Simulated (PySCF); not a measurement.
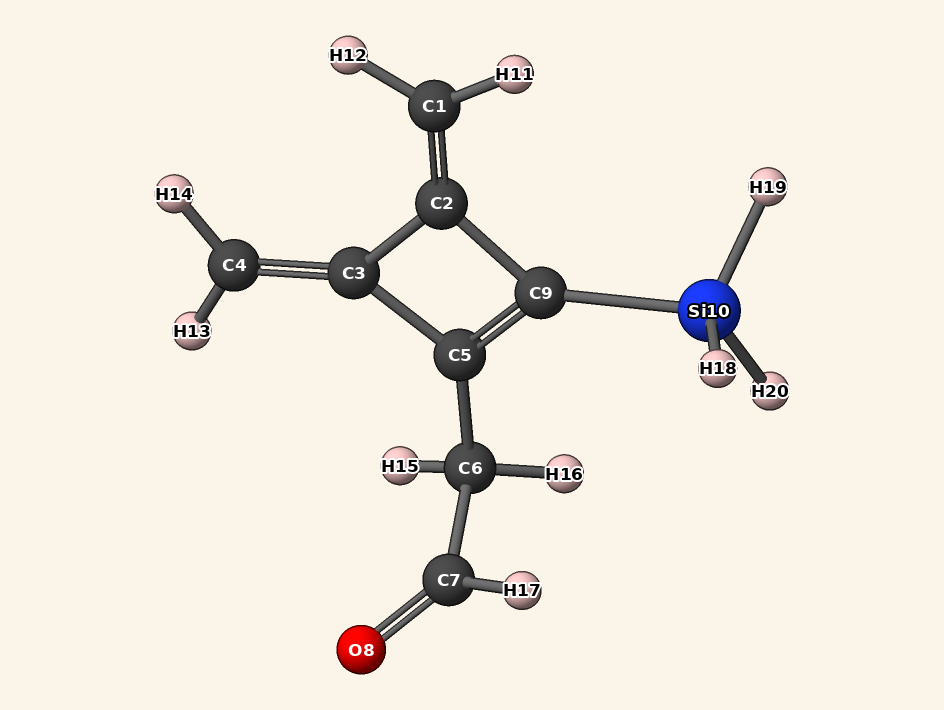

The questions are on isotropic NMR shieldings of the C atoms. Computed geometry: GFN2-xTB optimisation. No frequency run is at hand to confirm it as a minimum. Method: GIAO PBE0/pcSseg-1 NMR shielding, non-relativistic, gas phase (PySCF 2.14.0).

Question: Which C atom is the most shielded (lowest chemical shift)?

Answer: C6 (138.9 ppm).

Question: Which C atom is the least shielded (highest chemical shift)?

Answer: C7 (−9.4 ppm).

Question: How wide is the range of C shifts?

Answer: 148.3 ppm.

Give the isotropic NMR shieldings of the C atoms atom by atom.

```csv
atom,σ (ppm)
C1,87.2
C2,29.1
C3,30.1
C4,87.0
C5,17.1
C6,138.9
C7,−9.4
C9,26.7
```

The geometry is semi-empirical. Around Si such bond lengths and angles can be off by a tenth of an ångström or more and by several degrees, and values that hang on the shape move with them.
